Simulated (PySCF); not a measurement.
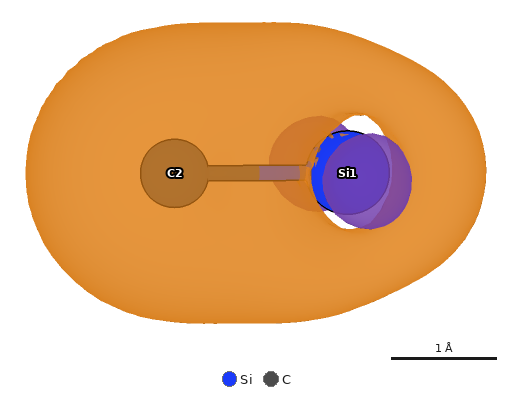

*SiC (triplet). Isosurfaces of the spin density at +0.03 (orange) and −0.03 e/Å³ (purple), seen from one side.*

⟨S²⟩ = 2.05, above the pure value of 2.00.

These are results of PBE0/cc-pVDZ(-PP), non-relativistic Hamiltonian with scalar-relativistic core potentials where named, at a bond length of 1.723 Å (PySCF 2.14.0), not measurements.

### Describe the spin distribution.

The unpaired spin (2 electrons) lies mostly on C2 (about 1.6) and Si1 (about 0.4), in electrons by Hirshfeld's partition.
